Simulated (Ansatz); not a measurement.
# wB97X/6-31G(d) (spherical functions) run of GaSiH4OF (SMILES [F][GaH][O][SiH3])

Aim: the energy change on altering one bond length of GaSiH4OF at wB97X/6-31G* (spherical functions), from 2 runs. 

The calculation is run with Ansatz 0.2.0.

130 further runs of the same task are left out: 3 that didn't finish, 127 set aside as unsound or not needed.

### 1 Starting point

The species is GaSiH4OF (8 atoms), meant as a singlet with charge 0. SMILES: `[F][GaH][O][SiH3]`. The shape is that of a PBE0-D4/def2-TZVP optimisation. This is one conformer, not always the lowest.

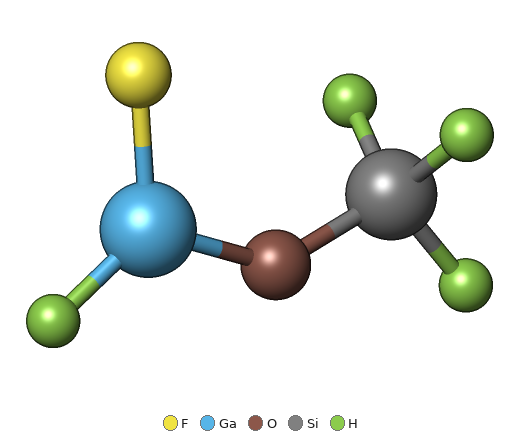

Viewed from a chosen angle; fluorine yellow, gallium blue, oxygen brown, silicon grey, hydrogen green.

### 2 The energy at wB97X/6-31G(d) (spherical functions)

Contents of input.yaml:

```yaml
crystal:
  periodic: [false, false, false]
  atoms:
    - symbol: F
      position_ang: [0.857100, 1.472000, 1.846200]
    - symbol: Ga
      position_ang: [1.323900, 1.220200, 0.177500]
    - symbol: O
      position_ang: [0.322200, 0.024800, -0.644000]
    - symbol: Si
      position_ang: [-0.952800, -0.945800, -0.299100]
    - symbol: H
      position_ang: [2.493100, 1.984200, -0.463100]
    - symbol: H
      position_ang: [-1.287500, -1.717200, -1.523200]
    - symbol: H
      position_ang: [-0.618600, -1.894300, 0.796900]
    - symbol: H
      position_ang: [-2.137300, -0.143800, 0.108800]
basis:
  gaussian:
    orbitals: 6-31G_st_-spherical.json
hamiltonian:
  xc: {name: wB97X}
accuracy: high
output: {orbitals: {seedname: orbitals}}
```

The basis set 6-31G* is read from a file made from the Basis Set Exchange's data (not shown).

Run with:

```sh
$ ansatz run input.yaml --threads 1 --pin off --max-ram 3480MiB --events-out events.jsonl --progress --plain --runs-dir runs
```

The program printed:

```text
Warning: RAYON_NUM_THREADS=1 ignored (pool sized by the plan → 1); use --threads N
Functional definition: wB97X
  name "wB97X"
  parameter omega = 0.3/bohr
  parameter cx = 0.157706
  parameter cx1 = 0.726479
  parameter cx2 = 1.04760
  parameter cx3 = -5.70635
  parameter cx4 = 13.2794
  parameter css1 = -4.33879
  parameter css2 = 18.2308
  parameter css3 = -31.7430
  parameter css4 = 17.2901
  parameter cos1 = 2.37031
  parameter cos2 = -11.3995
  parameter cos3 = 6.58405
  parameter cos4 = -3.78132
  exchange = spin_sum(e_x_unif_sr(omega)*poly(b97_u_x, 1 - cx, cx1, cx2, cx3, cx4)) + cx*exact_x_sr(omega)
      + exact_x_lr(omega)
  correlation = spin_sum(e_c_pw_same_spin*poly(b97_u_same, 1, css1, css2, css3, css4))
      + integral(e_c_pw_opposite_spin*poly(b97_u_opposite, 1, cos1, cos2, cos3, cos4))
1863 factors; integrals over basis functions are off by at most 4.5e-9 eV
405 factors; integrals over basis functions are off by at most 2.3e-9 eV
mean field evaluation 1: about -65072.2887 eV, gradient 6.1e1 eV
mean field evaluation 2: about -65068.3921 eV, gradient 8.1e1 eV
mean field evaluation 4: about -65078.8350 eV, gradient 2.9e0 eV
mean field evaluation 8: about -65078.9511 eV, gradient 2.1e-1 eV
mean field evaluation 16: about -65078.9512 eV, gradient 2.7e-5 eV
mean field -65078.95116212 eV, -2391.6073431106 hartree, gradient 2.4e-8 eV, S^2 0.000000; 0 other end points of the search recorded, 0 dependent functions left out
reference -65078.95115783 eV, -2391.6073429528 hartree; 33, 33 occupied and 53, 53 virtual orbitals, 1863 factors
Total energy: -65078.95115783 eV, -2391.6073429528 hartree
```

Wall time 30 s (1 thread of Intel Xeon Platinum 8488C (Sapphire Rapids), shared host); peak memory 0.59 GiB.

### 3 The distorted shape at the same level

Contents of run.yaml:

```yaml
crystal:
  periodic: [false, false, false]
  atoms:
    - {symbol: F, position_ang: [1.048378, 1.617611, 1.794457]}
    - {symbol: Ga, position_ang: [1.515178, 1.365811, 0.125757]}
    - {symbol: O, position_ang: [0.513478, 0.170411, -0.695743]}
    - {symbol: Si, position_ang: [-0.952800, -0.945800, -0.299100]}
    - {symbol: H, position_ang: [2.684378, 2.129811, -0.514843]}
    - {symbol: H, position_ang: [-1.287500, -1.717200, -1.523200]}
    - {symbol: H, position_ang: [-0.618600, -1.894300, 0.796900]}
    - {symbol: H, position_ang: [-2.137300, -0.143800, 0.108800]}
basis:
  gaussian: {orbitals: 6-31G_st_-spherical.json}
hamiltonian: {xc: {name: wB97X}}
accuracy: high
output: {orbitals: {seedname: orbitals}}
```

The basis set 6-31G* is read from a file made from the Basis Set Exchange's data (not shown).

Run with:

```sh
$ ansatz run run.yaml --threads 1 --pin off --max-ram 3480MiB --events-out events.jsonl --progress --plain --runs-dir runs
```

The program printed, shortened:

```text
Warning: RAYON_NUM_THREADS=1 ignored (pool sized by the plan → 1); use --threads N
[... 2 set-up lines as earlier in the session ...]
[...]
      + exact_x_lr(omega)
[...]
      + integral(e_c_pw_opposite_spin*poly(b97_u_opposite, 1, cos1, cos2, cos3, cos4))
1853 factors; integrals over basis functions are off by at most 7.0e-9 eV
412 factors; integrals over basis functions are off by at most 2.6e-9 eV
[...]
mean field -65078.37688650 eV, -2391.5862388705 hartree, gradient 8.3e-8 eV, S^2 0.000000; 0 other end points of the search recorded, 0 dependent functions left out
reference -65078.37688218 eV, -2391.5862387118 hartree; 33, 33 occupied and 53, 53 virtual orbitals, 1853 factors
Total energy: -65078.37688218 eV, -2391.5862387118 hartree
```

Wall time 32 s (1 thread of Intel Xeon Platinum 8488C (Sapphire Rapids), shared host); peak memory 0.59 GiB.

### 4 Summary of results

Level: wB97X/6-31G* (spherical functions).

| quantity | value |
| --- | --- |
| first shape: total energy | -2391.60734 Eh |
| first shape: HOMO energy | -11.11 eV |
| first shape: LUMO energy | 0.89 eV |
| first shape: HOMO–LUMO gap | 12.01 eV |
| distorted shape: total energy | -2391.58624 Eh |
| distorted shape: HOMO energy | -10.97 eV |
| distorted shape: LUMO energy | 1.25 eV |
| distorted shape: HOMO–LUMO gap | 12.21 eV |
| energy change with the O3–Si4 bond stretched from 1.639 to 1.885 Å | 0.574 eV |

What this shows: With the O3–Si4 bond stretched from 1.639 to 1.885 Å the energy rises by 0.57 eV (13.2 kcal/mol). The first shape isn't relaxed at this level, so the change isn't measured from a minimum.
